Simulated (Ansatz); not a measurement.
Input file:

```
crystal:
  periodic: [false, false, false]
  atoms:
    - symbol: F
      position_ang: [1.318621, 2.018166, 0.258591]
    - symbol: Hf
      position_ang: [0.185330, 0.470040, -0.006817]
    - symbol: "N"
      position_ang: [-1.760383, 0.998674, -0.298661]
    - symbol: N
      position_ang: [0.229192, -0.783172, 1.598759]
    - symbol: "N"
      position_ang: [0.760065, -0.617677, -1.630708]
    - symbol: H
      position_ang: [-2.572857, 0.585672, 0.152063]
    - symbol: H
      position_ang: [-2.076775, 1.788882, -0.857716]
    - symbol: H
      position_ang: [0.343089, -1.793244, 1.574389]
    - symbol: H
      position_ang: [0.230870, -0.488463, 2.573558]
    - symbol: H
      position_ang: [1.723888, -0.813809, -1.894663]
    - symbol: H
      position_ang: [0.153011, -0.979479, -2.361745]
basis:
  gaussian: {orbitals: def2-TZVPD}
hamiltonian: {xc: {name: PBE0}}
output: {forces: true, orbitals: {seedname: orbitals}}
```

Run with:

```sh
ansatz run input.yaml --threads 2 --pin off --max-ram 5220MiB --events-out events.jsonl --progress --plain --runs-dir runs
```

Geometry: PBE0-D4/def2-SVP; core potentials replace the inner electrons of Hf.

Method: Ansatz 0.2.0, isolated molecule in a Gaussian basis; Kohn-Sham density functional theory, functional PBE0.

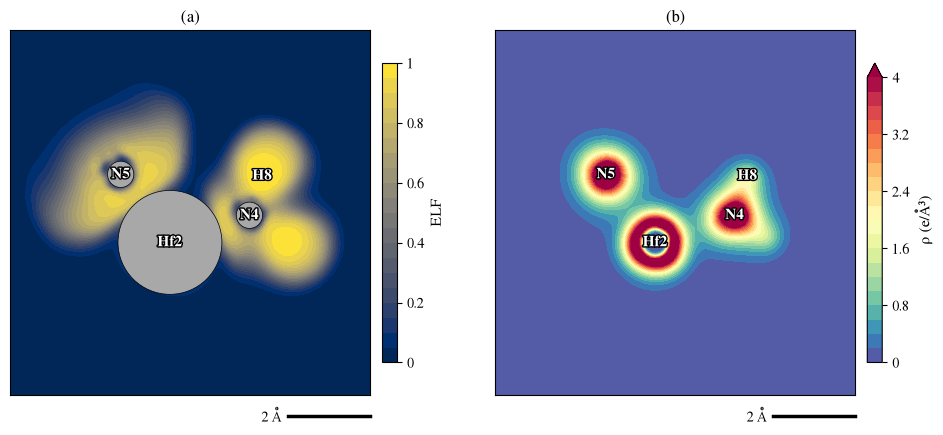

FH6HfN3. (a) ELF; (b) electron density on the plane of atoms N4, Hf2 and N5. Grey discs cover the atomic cores in the ELF map.

Question: Describe what can be read from this map.

Answer:
- The section cuts through Hf, N and H sites.
- Hf–N (2.04 Å): ρ is about 0.79 e/Å³ halfway; the ELF peaks at about 0.90 in the valence shell of N, 0.6 Å from its nucleus, and is about 0.25 at the midpoint.
- N–H (1.02 Å): ρ at the midpoint is about 2.8 e/Å³; the ELF climbs to about 1 towards the hydrogen, as it does in any bond to H: an ordinary covalent bond to hydrogen.
